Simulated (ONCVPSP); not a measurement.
# Run report: Hg, pseudopotential generation

- system: mercury (Hg, Z = 80), core [Xe] 4f14, reference valence 5d10 6s1.75 6p0.25, valence charge 12.
- method: ONCV potential, PBEsol, scalar-relativistic, made with ONCVPSP 4.0.1

**Input file**
```
# ATOM AND REFERENCE CONFIGURATION
# atsym  z   nc   nv     iexc    psfile
  Hg 80.00   12    3  -116133      upf
#
#   n    l    f
    1    0    2.00
    2    0    2.00
    2    1    6.00
    3    0    2.00
    3    1    6.00
    3    2   10.00
    4    0    2.00
    4    1    6.00
    4    2   10.00
    4    3   14.00
    5    0    2.00
    5    1    6.00
    5    2   10.00
    6    0    1.75
    6    1    0.25
#
# PSEUDOPOTENTIAL AND OPTIMIZATION
# lmax
    2
#
#   l,   rc,      ep,       ncon, nbas, qcut
    0    1.85    0.00    4    7    3.10
    1    2.95    0.00    4    7    2.40
    2    1.25    0.00    4    8    7.70
#
# LOCAL POTENTIAL
# lloc, lpopt,  rc(5),   dvloc0
    4    4    1.10    6.00
#
# VANDERBILT-KLEINMAN-BYLANDER PROJECTORs
# l, nproj, debl
    0    2    2.40
    1    2    1.60
    2    2    0.80
#
# MODEL CORE CHARGE
# icmod, fcfact, rcfact
    3    5.25    1.55
#
# LOG DERIVATIVE ANALYSIS
# epsh1, epsh2, depsh
   -2.00    5.00    0.02
#
# OUTPUT GRID
# rlmax, drl
    6.00    0.01
#
# TEST CONFIGURATIONS
# ncnf
    4
# nvcnf
#   n    l    f
    3
    5    2   10.00
    6    0    2.00
    6    1    0.00
#
    3
    5    2   10.00
    6    0    1.00
    6    1    0.00
#
    3
    5    2   10.00
    6    0    0.00
    6    1    0.00
#
    3
    5    2    9.00
    6    0    0.00
    6    1    0.00
#
```

Command:
```bash
oncvpsp.x < Hg.dat > Hg.out
```

**Log (extracts)**
```
ONCVPSP  (Optimized Norm-Conservinng Vanderbilt PSeudopotential)
scalar-relativistic version 4.0.1

#   n    l    f        energy (Ha)
    1    0    2.00    -3.0560644E+03
    2    0    2.00    -5.4165720E+02
    2    1    6.00    -4.6706418E+02
    3    0    2.00    -1.2854684E+02
    3    1    6.00    -1.0700152E+02
    3    2   10.00    -8.4346324E+01
    4    0    2.00    -2.8268331E+01
    4    1    6.00    -2.1205605E+01
    4    2   10.00    -1.2833043E+01
    4    3   14.00    -3.5489174E+00
    5    0    2.00    -4.3682426E+00
    5    1    6.00    -2.4679302E+00
    5    2   10.00    -3.8503312E-01
    6    0    1.75    -2.6873558E-01
    6    1    0.25    -4.8219503E-02

Reference configufation results
  iterations    28
  all-electron total energy (Ha)   -1.96172926D+04

Begin loop to  construct optimized pseudo wave functions
and semi-local pseudopoentials for all angular momenta

   Wellstate for l =  0  n =  8
     eigenvalue =   2.1313
     asymptotic potential =   2.6313
     half-point radius =  4.1076

Calculating optimized projector #   1

 for l=   0

    Fraction of norm inside rc  0.191052
    Optimizing pswf for qcut=   3.10 a_B^-1,  ecut=   4.81 Ha
    Residual kinetic energy error=  2.07D-03 Ha

    Energy error per electron        Cutoff
         Ha          eV             Ha
         0.01000     0.27211        3.38
         0.00100     0.02721       14.27
         0.00010     0.00272       34.53
         0.00001     0.00027       50.20

Calculating optimized projector #   2

 for l=   0

    Fraction of norm inside rc  0.107261
    Optimizing pswf for qcut=   3.10 a_B^-1,  ecut=   4.81 Ha
    Residual kinetic energy error=  5.40D-02 Ha

    Energy error per electron        Cutoff
         Ha          eV             Ha
         0.01000     0.27211       21.75
         0.00100     0.02721       46.83
         0.00010     0.00272       54.27
         0.00001     0.00027       74.28

   Wellstate for l =  1  n =  8
     eigenvalue =   1.5518
     asymptotic potential =   2.0518
     half-point radius =  5.3187

Calculating optimized projector #   1

 for l=   1

    Fraction of norm inside rc  0.233834
    Optimizing pswf for qcut=   2.40 a_B^-1,  ecut=   2.88 Ha
    Residual kinetic energy error=  7.76D-04 Ha

    Energy error per electron        Cutoff
         Ha          eV             Ha
         0.01000     0.27211        0.71
         0.00100     0.02721        2.49
         0.00010     0.00272       12.53
         0.00001     0.00027       16.31

Calculating optimized projector #   2

 for l=   1

    Fraction of norm inside rc  0.174117
    Optimizing pswf for qcut=   2.40 a_B^-1,  ecut=   2.88 Ha
    Residual kinetic energy error=  4.40D-02 Ha

    Energy error per electron        Cutoff
         Ha          eV             Ha
         0.01000     0.27211        4.04
         0.00100     0.02721       10.42
         0.00010     0.00272       19.42
         0.00001     0.00027       22.38

   Wellstate for l =  2  n =  6
     eigenvalue =   0.4150
     asymptotic potential =   0.9150
     half-point radius =  5.5945

Calculating optimized projector #   1

 for l=   2

    Fraction of norm inside rc  0.403063
    Optimizing pswf for qcut=   7.72 a_B^-1,  ecut=  29.76 Ha
    Residual kinetic energy error=  1.20D-04 Ha

    Energy error per electron        Cutoff
         Ha          eV             Ha
         0.01000     0.27211       16.85
         0.00100     0.02721       21.26
         0.00010     0.00272       34.40
         0.00001     0.00027      136.72

Calculating optimized projector #   2

 for l=   2

    Fraction of norm inside rc  0.053476
    Optimizing pswf for qcut=   7.72 a_B^-1,  ecut=  29.76 Ha
    Residual kinetic energy error=  1.88D-05 Ha

    Energy error per electron        Cutoff
         Ha          eV             Ha
         0.01000     0.27211       13.30
         0.00100     0.02721       18.44
         0.00010     0.00272       22.71
         0.00001     0.00027       64.69

Construct Vanderbilt / Kleinmman-Bylander projectors

B matrix Hermiticity error, ll=   0
   1   2   -1.6402E-04

  Orthonormal projector coefficients  1.4057E+01  2.5259E+00

B matrix Hermiticity error, ll=   1
   1   2   -5.6148E-05

  Orthonormal projector coefficients  4.9307E+00  5.5077E-01

B matrix Hermiticity error, ll=   2
   1   2    7.9621E-05

  Orthonormal projector coefficients  4.3261E+00  8.2975E-01

Model core correction analysis
  based on d2Exc/dn_idn_j

d2excae - all-electron derivatives

   -1.723415D-02   -9.229993D-03   -3.255874D-03
   -9.228894D-03   -2.436090D-02   -1.810605D-02
   -3.254885D-03   -1.810446D-02   -3.232615D-02

d2excps - pseudofunction derivatives with no core correction

   -2.648064D-02   -1.076244D-02   -3.621958D-03
   -1.076131D-02   -2.478802D-02   -1.820914D-02
   -3.620957D-03   -1.820764D-02   -3.234498D-02

rms 2nd derivative error    3.173961E-03

rmatch, rhocmatch    1.1673    6.1756

Teter function model core charge with specified parameters

d2excps - pseudofunction derivatives with core correction

   -1.551830D-02   -8.900468D-03   -3.311437D-03
   -8.899551D-03   -2.373931D-02   -1.801756D-02
   -3.310463D-03   -1.801562D-02   -3.228185D-02

rms 2nd derivative error    6.299433E-04

Pseudoatom total energy  -42.139265

Diagnostic tests using Vanderbilt-Kleinman-Bylander pseudopotentials
  1 or more projectors used as specified by nproj input data

   l    rcore       rmatch      e in        delta e   norm test  slope test

   0   1.8502372   1.9064144  -0.2687356   0.0000001   0.9999998   0.9999926
   0   1.8502372   1.9064144   2.1312644   0.0000089   1.0002069   1.0002069

   1   2.9503253   3.0399036  -0.0482195   0.0000000   1.0000077   1.0000008
   1   2.9503253   3.0399036   1.5517805   0.0000103   0.9997251   0.9997251

   2   1.2541765   1.2922560  -0.3850331   0.0000169   1.0001374   1.0001928
   2   1.2541765   1.2922560   0.4149669   0.0000344   1.0003463   1.0003463

 Testing for bound ghosts
   n   l    E NL Schr. Eq   E Basis Diag.   E Cutoff

   1   0       -0.268736       -0.256131     54.20

   2   1       -0.048219       -0.040162     25.33

   3   2       -0.385016       -0.371454    218.42

 Testing for highly-localized positive-energy ghosts
       l    <radius>/rc     E Basis Diag.   E Cutoff

       0        0.982045        0.422063     54.20  WARNING - GHOST(+)

       1        0.257649        1.421198     25.33  WARNING - GHOST(+)

Test configuration 0

   n   l     f        eae           eps        diff
   1   0  2.0000-3056.06435479
   2   0  2.0000 -541.65719521
   2   1  6.0000 -467.06417659
   3   0  2.0000 -128.54683712
   3   1  6.0000 -107.00151801
   3   2 10.0000  -84.34632372
   4   0  2.0000  -28.26833089
   4   1  6.0000  -21.20560530
   4   2 10.0000  -12.83304328
   4   3 14.0000   -3.54891740
   5   0  2.0000   -4.36824261
   5   1  6.0000   -2.46793020
   5   2 10.0000   -0.38503312   -0.38501617    1.69D-05
   6   0  1.7500   -0.26873558   -0.26873552    5.91D-08
   6   1  0.2500   -0.04821950   -0.04821949    1.75D-08

    Total energies and differences
      AE_ref= -1.96172926D+04  AE_tst= -1.96172926D+04  dif=  0.00D+00
      PS_ref= -4.21392649D+01  PS_tst= -4.21392649D+01  dif=  0.00D+00
      PSP excitation error=  0.00D+00

Test configuration 1

   n   l     f        eae           eps        diff
   1   0  2.0000-3056.04166317
   2   0  2.0000 -541.63490655
   2   1  6.0000 -467.04189027
   3   0  2.0000 -128.52440989
   3   1  6.0000 -106.97909135
   3   2 10.0000  -84.32393655
   4   0  2.0000  -28.24581757
   4   1  6.0000  -21.18309422
   4   2 10.0000  -12.81054601
   4   3 14.0000   -3.52640865
   5   0  2.0000   -4.34552231
   5   1  6.0000   -2.44504919
   5   2 10.0000   -0.36307045   -0.36311699   -4.65D-05
   6   0  2.0000   -0.25234442   -0.25225031    9.41D-05

    Total energies and differences
      AE_ref= -1.96172926D+04  AE_tst= -1.96173471D+04  dif= -5.45D-02
      PS_ref= -4.21392649D+01  PS_tst= -4.21937473D+01  dif= -5.45D-02
      PSP excitation error=  6.40D-06

Test configuration 2

   n   l     f        eae           eps        diff
   1   0  2.0000-3056.37616635
   2   0  2.0000 -541.96677191
   2   1  6.0000 -467.37380944
   3   0  2.0000 -128.85686325
   3   1  6.0000 -107.31155052
   3   2 10.0000  -84.65616115
   4   0  2.0000  -28.57868655
   4   1  6.0000  -21.51595574
   4   2 10.0000  -13.14332856
   4   3 14.0000   -3.85924601
   5   0  2.0000   -4.67953742
   5   1  6.0000   -2.78024740
   5   2 10.0000   -0.69367950   -0.69318057    4.99D-04
   6   0  1.0000   -0.54249406   -0.54348710   -9.93D-04

    Total energies and differences
      AE_ref= -1.96172926D+04  AE_tst= -1.96169524D+04  dif=  3.40D-01
      PS_ref= -4.21392649D+01  PS_tst= -4.17985664D+01  dif=  3.41D-01
      PSP excitation error= -4.67D-04

Test configuration 3

psatom: WARNING lschvkbb convergence error n,l,iter=   2   1   4
ea(ii),et,emin,emax -5.277122E-02 -5.804834E-02 -5.804834E-02 -5.804834E-02
run_config: WARNING for fully non-local PS atom, stg. 1
 WARNING no output for configuration 4

Test configuration 4

psatom: WARNING lschvkbb convergence error n,l,iter=   2   1   3
ea(ii),et,emin,emax -4.821949E-02 -5.304143E-02 -5.304143E-02 -5.304143E-02
run_config: WARNING for fully non-local PS atom, stg. 1
 WARNING no output for configuration 5
```

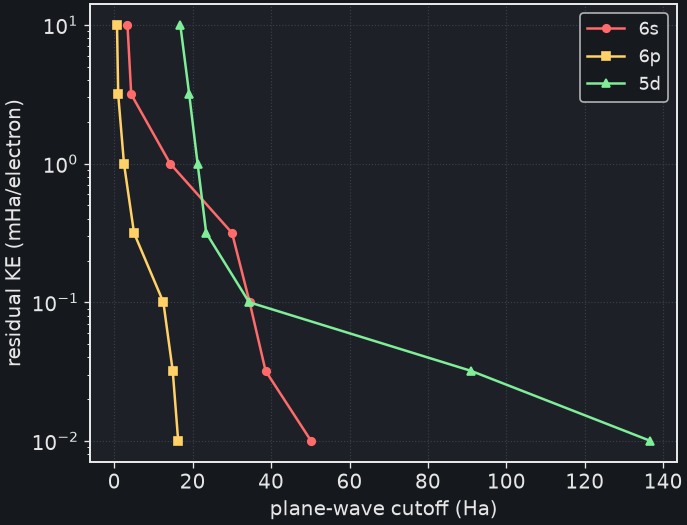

*Residual kinetic energy of the pseudo-waves (the first of each channel, and further valence shells) beyond the plane-wave cutoff, as the generator prints it.*

- Cutoffs for 1 mHa per electron: 5d: 21 Ha; 6s: 14 Ha; 6p: 2.5 Ha.
- Cutoffs for the occupied states: 21 Ha for 1 mHa and 35 Ha for 0.1 mHa per electron. The first is set by 5d.
- Hardest wave at 1 mHa per electron: 5d, with rc = 1.25 bohr and qcut = 7.7 1/bohr. The optimisation minimises, but can't always remove, the kinetic energy above qcut²/2 = 29.6 Ha, and a larger rc would as a rule soften the wave at some cost in transferability.

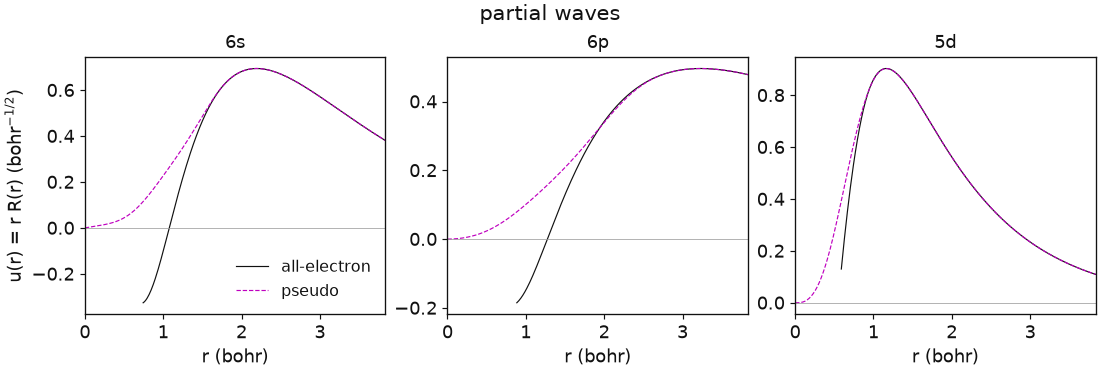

*Partial waves u(r) = r R(r), all-electron (solid) and pseudo (dashed). The innermost oscillations of some all-electron curves aren't drawn. Reference configuration 5d10 6s1.75 6p0.25.*

- Matching radii: 6s at 1.85 bohr; 6p at 2.95 bohr; 5d at 1.25 bohr. The curves merge smoothly, so the plot gives these only roughly.
- Nodes of the pseudo-waves: 6s has no node; 6p has no node; 5d has no node.

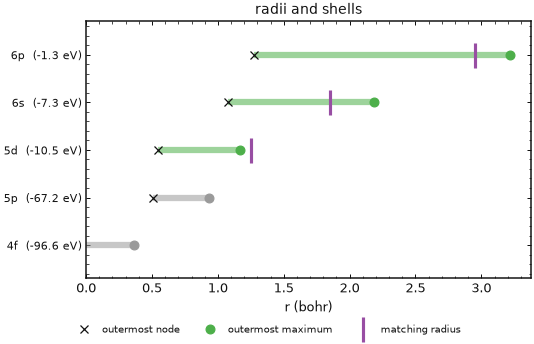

*Outer shells of the all-electron reference atom: each bar runs from the outermost node (or the nucleus) to the outermost maximum of u(r); the tick is the radius chosen for the pseudo-wave. Shells without a tick have no pseudo-wave of their own. Levels, nodes and maxima are from ld1.x, scalar-relativistic.*

- Radii against the shells: 5d: 1.25 bohr, outside the maximum; 6s: 1.85 bohr, between node and maximum; 6p: 2.95 bohr, between node and maximum.

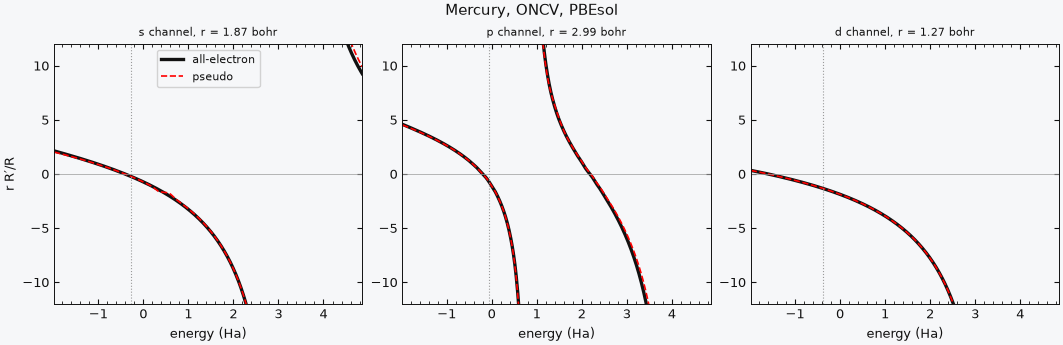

*Logarithmic derivatives r R′/R at the test radius against energy, all-electron atom (solid) and pseudo-atom (dashed). Here R(r) is the radial function. The dotted line marks the reference energy of the channel. Not drawn: f: not judged.*

- Zeros of the logarithmic derivative: s: all-electron -0.4 Ha, pseudo -0.4 Ha; p: all-electron -0.2 and 2.2 Ha, pseudo -0.2 and 2.2 Ha; d: all-electron -1.6 Ha, pseudo -1.6 Ha.
- Ghost states: the plot shows none: pseudo and all-electron curves have the same branches in all channels drawn. The separate test gives: no bound ghost flagged; GHOST(+) flagged for s at 11.5 eV, p at 38.7 eV.

**Results in brief**

- outcome: generated
- cutoffs needed: 21 Ha and 35 Ha (the cutoffs at which the residual kinetic energy of the hardest occupied pseudo-wave falls to 1 and 0.1 mHa per electron)
- ghost test: no bound ghost flagged; GHOST(+) flagged for s at 11.5 eV, p at 38.7 eV
- configuration tests: 2 of 4 tests not solved
- rms error of d²Exc/dni dnj: 3.17 mHa without and 0.63 mHa with the model core
- largest excitation error among the tests solved: -13 meV (all-electron minus pseudo) for 5d10 6s1 6p0
- range over which the phases arctan(r R′/R) at the test radius agree within 0.05 rad (a looser test near the poles than one of phase shifts): s: up to about 0.4 Ha; p: up to about 1.4 Ha; d: over the whole range computed; f: not judged, local potential alone
- hardware: 1 CPU thread, shared host
- wall time: 5.3 s

**Notes**

Warnings of the program, in the generation or the tests: psatom: WARNING lschvkbb convergence error n,l,iter= 2 1 3; psatom: WARNING lschvkbb convergence error n,l,iter= 2 1 4.
